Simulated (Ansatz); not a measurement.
# How fast states decay through Tl2InAgCl6, part 2 of 2

Wanted: the relaxed cell of Tl2InAgCl6, its band edges and its decay constants. It is built by putting Tl for Rb in the Rb2InAgCl6 structure of space group Fm-3m, with the volume rescaled by atomic radii. The parent structure comes from the Materials Project.

Ansatz 0.2.0; LDA DFT, plane waves, PAW files (the session's first sound run).

So far, gap on path (eV): step 3 (band edges) 0.581.

The structure was built from a prototype and need not be the compound's stable phase.

## 4. Decaying states in the gap

This step: LDA DFT, plane waves, PAW files; complex bands by layer matching along the plane's normal (Ansatz 0.2.0).

The same crystal is laid in a cell whose first two vectors span the (111) plane (indices of the standard conventional cell, whose axes can be ordered otherwise than in the bulk input). At fixed energy and wavevector in the plane the solver finds all kz, real and complex. A few wavevectors are listed, (0, 0) and (0.5, 0) in units of the plane's reciprocal vectors; the slowest state needn't be among them.

input.yaml reads:

```yaml
crystal:
  lattice:
    - [7.09989743, 0.0, 0.0]
    - [3.549948715, 6.148691539, 0.0]
    - [3.549948715, 2.049563846, 5.797041977]
  atoms:
    - { symbol: Tl, position: [0.25, 0.25, 0.25] }
    - { symbol: Tl, position: [0.75, 0.75, 0.75] }
    - { symbol: In, position: [0.0, 0.0, 0.0] }
    - { symbol: Ag, position: [0.5, 0.5, 0.5] }
    - { symbol: Cl, position: [0.7531303977, 0.7531303977, 0.2468696023] }
    - { symbol: Cl, position: [0.7531303977, 0.2468696023, 0.2468696023] }
    - { symbol: Cl, position: [0.2468696023, 0.2468696023, 0.7531303977] }
    - { symbol: Cl, position: [0.2468696023, 0.7531303977, 0.2468696023] }
    - { symbol: Cl, position: [0.7531303977, 0.2468696023, 0.7531303977] }
    - { symbol: Cl, position: [0.2468696023, 0.7531303977, 0.7531303977] }
kpoints:
  mp_grid: { grid: [4, 4, 4] }
scf:
  occupations: { method: fixed }
hamiltonian:
  xc: lda
output:
  eigenvalues: true
  transmission:
    leads: [[0, 0]]
    kpoints: [[0.0, 0.0], [0.5, 0.0]]
    e_range: [-1.0, 1.58]
    de: 0.05
```

On the command line:

```
> ansatz run input.yaml --threads 2 --pin off --max-ram 4096MiB --backend cpu --events-out ev --progress --plain --runs-dir out
```

Numbers of over 12 decimals in the logs are rounded to 6 here.

The program printed:

```text
[...]
Crystal: 10 atoms, lattice volume = 253.070 Å³
Basis set: ecut = 420 eV, 4957 PW (Γ)
Bands: 60, of which v1, the nominal top of the filled ones, is band 50 counted from 1 (49 counted from 0)
Symmetry: 48 space group operations
[...]
k-points: 8 of 64
[...]
SCF iter   1: F=—  HF=-41481.539015 eV  |F-HF|=—  |Δ(HF+E_count)|=         —  Δρ=7.61e-3  dr2=1.55e-1  ethr=1.77e-3  ⟨swp⟩=5.0  Hψ=1535  notcnv=0  defer=59
[...]
SCF iter   8: F=-41481.487616 eV  HF=-41481.487616 eV  |F-HF|=3.78e-10  |Δ(HF+E_count)|=   2.46e-8  Δρ=1.39e-6  dr2=4.22e-9  ethr=1.00e-10  ⟨swp⟩=11.8  Hψ=1710  notcnv=0
SCF 1 converged in 8 iterations: F = -41481.487616 eV  dr2 = 4.22e-9
[...]
transmission: 8 of 16 steps passed
transmission: 16 of 16 steps passed
SCF converged after 8 iterations
Free energy (F): -41481.487616 eV
[...]
Internal energy: -41481.487616 eV  (E = F + TS)
E sigma→0 (E₀):  -41481.487616 eV
Fermi energy:    5.452367 eV
[...]
--- Band table (eV; the first three rows and the last of 8) ---
  k-point 0: bands = [... 46 lower, 4.0324, 4.0324, 5.4524, 5.4524, 6.0338, 10.3036, 10.3036, 10.3036, ... 6 higher]
  k-point 1: bands = [... 46 lower, 3.8167, 3.9086, 5.0502, 5.0502, 6.8688, 9.2832, 9.3681, 10.0523, ... 6 higher]
  k-point 2: bands = [... 46 lower, 3.7146, 3.9521, 4.6842, 4.6842, 7.9016, 8.4493, 8.4940, 9.3732, ... 6 higher]
  k-point 7: bands = [... 46 lower, 4.0087, 4.0087, 4.2433, 4.8739, 8.5185, 8.6329, 9.0285, 9.2474, ... 6 higher]
--- Transmission ---
  basis      : 379 plane waves across, 8 finite elements along
  points     : 2, as listed
  energies   : 52 from -1.000000 to 1.550000 eV about the Fermi level, 0.050000 eV apart; the leads are filled to 0.290737 eV, and channels, transmission and decay are at 0.300000 eV
  crystal 0  : Tl2Cl6In1Ag1, at the sites [0, 0], period 5.7970 Å: whole cells are its period
    offset         : up to 0.0000 Å between an atom of the period and one for which it stands
    channels       : 0.000000e0 a spin
    conductance    : none, the energies end too early or step too widely for 300 K: set another output.transmission.e_range or a lower de, or, where they end at an eighth of basis.ecutwfc, a higher one
    slowest decay  : 0.1328 /Å at (0.0000, 0.0000)
```

It took 2.2 min on 2 threads of Intel Xeon Platinum 8488C (Sapphire Rapids), shared host; peak memory 1.7 GiB.

This step gave:

```
level to which the leads are filled                       : 0.2907 eV from the Fermi level
decay constant at the filling level, zone centre          : 0.1328 Å⁻¹
decay constant at the filling level, slowest listed point : 0.1328 Å⁻¹
```

K parallel (0, 0); values up to 1.5 1/Å, a degenerate pair printed once or twice; energies at which all values exceed this have no row. The Im kz of the slowest decaying states by energy, zero at the highest filled level on the SCF mesh:

```tsv
energy (eV)	decay 1 (Å⁻¹)	decay 2 (Å⁻¹)	decay 3 (Å⁻¹)	decay 4 (Å⁻¹)
-1.000	0.179	0.242	0.253	0.376
-0.800	0.0710	0.238	0.272	0.477
-0.600	0.230	0.286	0.556	0.607
-0.400	0.219	0.296	0.598	0.640
-0.200	0.203	0.303	0.631	0.671
0.000	0.00312	0.182	0.308	0.660
0.200	0.152	0.157	0.310	0.683
0.400	0.108	0.211	0.310	0.702
0.600	0.247	0.309	0.719	0.775
0.800	0.273	0.305	0.733	0.798
1.000	0.293	0.300	0.745	0.797
1.200	0.292	0.308	0.754	0.781
1.400	0.283	0.319	0.762	0.765
```

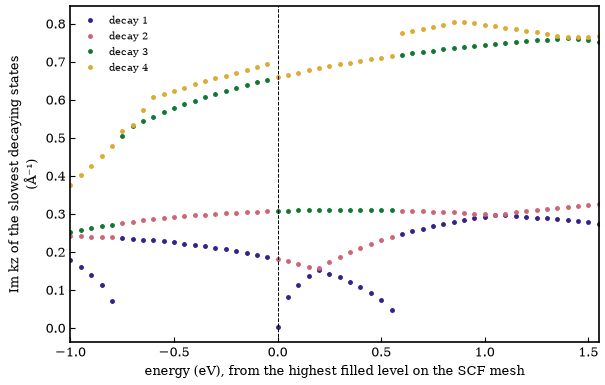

Im kz of the slowest decaying states, plotted against energy.

K parallel (0, 0). Re kz of states that move upwards against energy, zero at the highest filled level on the SCF mesh:

```tsv
energy (eV)	channel 1 (Å⁻¹)	channel 2 (Å⁻¹)
-0.800	-	-
-0.600	-0.369	-0.369
-0.400	-0.270	-0.270
-0.200	-0.177	-0.177
0.000	-	-
0.200	-	-
0.400	-	-
0.600	0.0358	-
0.800	0.127	-
1.000	0.180	-
1.200	0.226	-
1.400	0.268	-
```

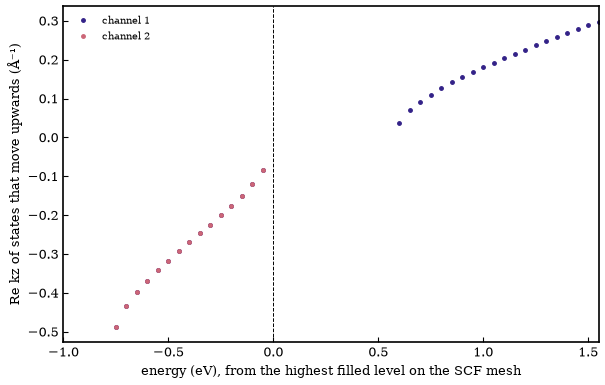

Re kz of states that move upwards, plotted against energy.

K parallel (0.5, 0); values up to 1.5 1/Å, a degenerate pair printed once or twice; energies at which all values exceed this have no row. Im kz of the slowest decaying states against energy, zero at the highest filled level on the SCF mesh:

```tsv
energy (eV)	decay 1 (Å⁻¹)	decay 2 (Å⁻¹)	decay 3 (Å⁻¹)	decay 4 (Å⁻¹)
-1.000	0.166	0.328	0.360	0.372
-0.800	0.0656	0.350	0.359	0.422
-0.600	0.124	0.350	0.360	0.381
-0.400	0.175	0.348	0.363	0.403
-0.200	0.208	0.348	0.366	0.415
0.000	0.0328	0.232	0.348	0.368
0.200	0.176	0.249	0.345	0.369
0.400	0.237	0.262	0.341	0.368
0.600	0.270	0.279	0.336	0.365
0.800	0.274	0.311	0.328	0.361
1.000	0.274	0.317	0.336	0.356
1.200	0.270	0.304	0.350	0.355
1.400	0.261	0.289	0.342	0.371
```

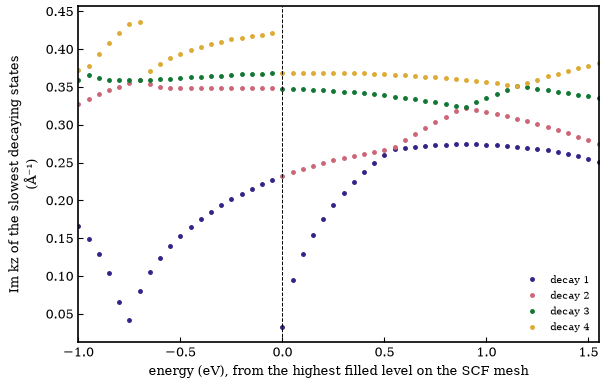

Im kz of the slowest decaying states against energy.

At the listed wavevectors the last open channel is at -0.05 eV and the next at +0.60 eV on the grid. At +0.30 eV, the grid energy nearest the filling level (the middle of the gap on the SCF mesh), the slowest state at the listed wavevectors decays with κ = 0.133 Å⁻¹, its amplitude falling by e over 7.5 Å. Through 1 nm of this crystal that state's transmission falls by exp(−2 × 0.133 Å⁻¹ × 10 Å) = 0.070.

## 5. Decay over the two-dimensional zone

The listed points could miss the slowest state, so one energy near mid-gap is solved on a mesh of 6×6.

Edit input.yaml of step 4 so:

```diff
@@ -24,6 +24,2 @@
   eigenvalues: true
-  transmission:
-    leads: [[0, 0]]
-    kpoints: [[0.0, 0.0], [0.5, 0.0]]
-    e_range: [-1.0, 1.58]
-    de: 0.05
+  transmission: { leads: [[0, 0]], kmesh: [6, 6], e_range: [0.29, 0.3], de: 0.05 }
```

The program printed:

```text
[...]
Crystal: 10 atoms, lattice volume = 253.070 Å³
Basis set: ecut = 420 eV, 4957 PW (Γ)
Bands: 60, of which v1, the nominal top of the filled ones, is band 50 counted from 1 (49 counted from 0)
Symmetry: 48 space group operations
[...]
k-points: 8 of 64
[...]
SCF iter   1: F=—  HF=-41481.539015 eV  |F-HF|=—  |Δ(HF+E_count)|=         —  Δρ=7.61e-3  dr2=1.55e-1  ethr=1.77e-3  ⟨swp⟩=5.0  Hψ=1535  notcnv=0  defer=59
[...]
SCF iter   8: F=-41481.487616 eV  HF=-41481.487616 eV  |F-HF|=3.78e-10  |Δ(HF+E_count)|=   2.46e-8  Δρ=1.39e-6  dr2=4.22e-9  ethr=1.00e-10  ⟨swp⟩=11.8  Hψ=1710  notcnv=0
SCF 1 converged in 8 iterations: F = -41481.487616 eV  dr2 = 4.22e-9
[...]
transmission: 32 of 56 steps passed
transmission: 56 of 56 steps passed
SCF converged after 8 iterations
Free energy (F): -41481.487616 eV
[...]
Internal energy: -41481.487616 eV  (E = F + TS)
E sigma→0 (E₀):  -41481.487616 eV
Fermi energy:    5.452367 eV
[...]
--- Band table (eV; the first three rows and the last of 8) ---
  k-point 0: bands = [... 46 lower, 4.0324, 4.0324, 5.4524, 5.4524, 6.0338, 10.3036, 10.3036, 10.3036, ... 6 higher]
  k-point 1: bands = [... 46 lower, 3.8167, 3.9086, 5.0502, 5.0502, 6.8688, 9.2832, 9.3681, 10.0523, ... 6 higher]
  k-point 2: bands = [... 46 lower, 3.7146, 3.9521, 4.6842, 4.6842, 7.9016, 8.4493, 8.4940, 9.3732, ... 6 higher]
  k-point 7: bands = [... 46 lower, 4.0087, 4.0087, 4.2433, 4.8739, 8.5185, 8.6329, 9.0285, 9.2474, ... 6 higher]
--- Transmission ---
  basis      : 379 plane waves across, 8 finite elements along
  points     : 7, standing for a mesh of 6 x 6
  energies   : 1 from 0.290000 to 0.290000 eV about the Fermi level; the leads are filled to 0.290737 eV, and channels, transmission and decay are at 0.290000 eV
[...]
channels       : 0.000000e0 a spin
    conductance    : none, crystal 0 has no channel at the energies, or these end too early or step too widely for 300 K: set another output.transmission.e_range or a lower de, or, where they end at an eighth of basis.ecutwfc, a higher one
    slowest decay  : 0.1349 /Å at (0.0000, 0.0000)
```

Wall time 42 s (2 threads); peak memory 1.8 GiB.

This step gave:

* least decay constant on the mesh: 0.1349 Å⁻¹

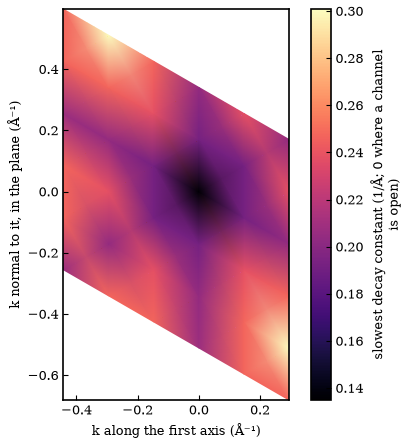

Slowest decay constant (1/Å; 0 where a channel is open) over k1 and k2. At 0.2900 eV from the Fermi level.

The least value on the mesh is 0.135 Å⁻¹ at +0.29 eV. At that energy the listed points give about 0.135 Å⁻¹ by interpolation, so the mesh holds no clearly slower state.

## 6. The same cell, other settings

This step: LDA DFT, plane waves, PAW files; complex bands by layer matching along the plane's normal; changed: output.transmission.kpoints = null, output.transmission.kmesh = [8, 8, 1], scf.max_iter = 100 (Ansatz 0.2.0).

This run repeats an earlier one, its twin (the complex run, plane (111)), with three settings changed (output.transmission.kpoints, scf.max_iter, output.transmission.kmesh; files written aside). The setting was drawn as a possible misstep, on purpose. Where the input is shown as a difference, that is against the step before, not the twin.

Edit input.yaml of step 5 so:

```diff
@@ -20,2 +20,3 @@
   occupations: { method: fixed }
+  max_iter: 100
 hamiltonian:
@@ -24,2 +25,6 @@
   eigenvalues: true
-  transmission: { leads: [[0, 0]], kmesh: [6, 6], e_range: [0.29, 0.3], de: 0.05 }
+  transmission:
+    leads: [[0, 0]]
+    e_range: [-1.0, 1.58]
+    de: 0.05
+    kmesh: [8, 8, 1]
```

The program printed:

```text
Error: YAML parse error: error: line 30 column 5: invalid length 3, expected a tuple of size 2
  --> <input>:30:5
   |
28 |     e_range: [-1.0, 1.58]
29 |     de: 0.05
30 |     kmesh: [8, 8, 1]
   |     ^ invalid length 3, expected a tuple of size 2
```

Wall time 0.04 s (2 threads); peak memory 0.03 GiB.

The input was rejected at the start.

The program's message: “Error: YAML parse error: error: line 30 column 5: invalid length 3, expected a tuple of size 2”

The change that led to it: output.transmission.kpoints = null and output.transmission.kmesh = [8, 8, 1].

## 7. A check of the settings

This step: LDA DFT, plane waves, PAW files; complex bands by layer matching along the plane's normal; changed: output.transmission.e_range = [1, -1], scf.max_iter = 75 (Ansatz 0.2.0).

This run repeats an earlier one, its twin (the complex run, plane (111)), with two settings changed (output.transmission.e_range, scf.max_iter; files written aside). The setting was drawn as a possible misstep, on purpose. Where the input is shown as a difference, that is against the step before, not the twin.

Edit input.yaml of step 6 so:

```diff
@@ -20,3 +20,3 @@
   occupations: { method: fixed }
-  max_iter: 100
+  max_iter: 75
 hamiltonian:
@@ -27,4 +27,4 @@
     leads: [[0, 0]]
-    e_range: [-1.0, 1.58]
+    kpoints: [[0.0, 0.0], [0.5, 0.0]]
+    e_range: [1, -1]
     de: 0.05
-    kmesh: [8, 8, 1]
```

The program printed:

```text
Error: invalid value for `output.transmission.e_range`: [1, -1] eV must be finite with min < max
```

The job ended after 0.21 s (2 threads; peak memory 0.12 GiB).

The program refused the input before any cycle.

The program's message: “Error: invalid value for `output.transmission.e_range`: [1, -1] eV must be finite with min < max”

The change that led to it: output.transmission.e_range = [1, -1].

## 8. Summary of results

- band gap: 0.582 eV
- least decay constant at mid-gap, normal to (111): 0.133 Å⁻¹
- least decay constant on a mesh, normal to (111): 0.135 Å⁻¹

What this shows: With LDA, the slowest decay at the wavevectors tried is κ = 0.133 Å⁻¹, normal to (111). Through such a film the transmission near mid-gap falls as exp(−2κd), a factor of ten every 8.7 Å. A free electron under a barrier of half the gap would need a mass of 0.23 mₑ to decay at this rate. The compound is made up by substitution; its stability against other phases and against distortions of the cell's symmetry was not tested. A semilocal functional narrows gaps, while spin-orbit coupling, left out here, narrows them in compounds of heavy elements, so the error in κ can go either way.

[Logs are printed without paths, hosts, clocks, repeated set-up lines and the standing remarks that a program may print on its own settings, such as how far it seeks lower states.]

[Hosts, paths, dates, database ids (printed as entryN), source tags and the programs' standing remarks are cut or masked in the printed files.]

[New means built here by substitution; the compound itself may be known and measured.]
